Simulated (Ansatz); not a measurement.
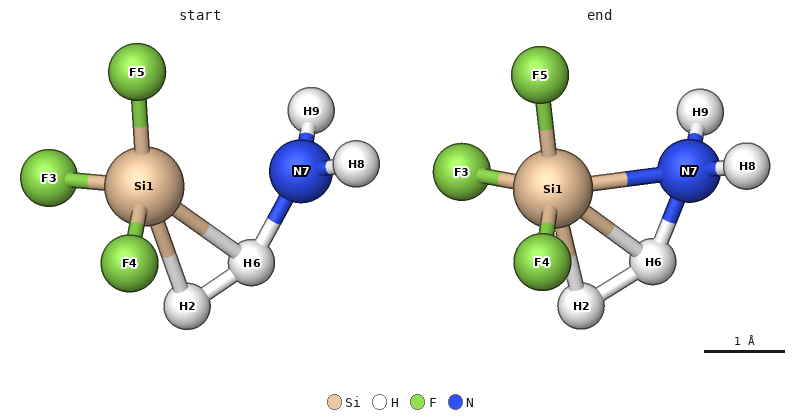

The structure of SiNH4F3 (coarse preliminary run) before (left) and after (right) a saddle-point search, at one scale.

Style: ball-and-stick. Shown at a tilt.

The reaction that was planned forms Si1–N7, H2–H6 and breaks Si1–H2, H6–N7 (atoms numbered from 1 in input order).

Theory: RKS PBE0-D4/def2-SVP in Ansatz 0.2.0. 

Question: What changed between the two?

Answer: The search converged after 10 steps with a largest force component of 0.0049 eV/Å and a curvature of −12.40 eV/Å² along the mode that it followed. The atom that moves furthest after the best rigid fit is F3 (0.21 Å). Largest moves by element: F 0.21 Å, N 0.16 Å, H 0.14 Å, Si 0.13 Å. Near-neighbour distances that change, for instance: Si1–N7 2.119 → 1.842 Å, Si1–H2 1.875 → 1.745 Å, Si1–H6 1.952 → 1.839 Å, H2–H6 0.986 → 1.074 Å. Among the angles between lasting bonds that change: F3–Si1–F4 118.0° → 125.1°, F3–Si1–F5 100.7° → 97.2°. The run took about 2.1 core-minutes on a shared host.
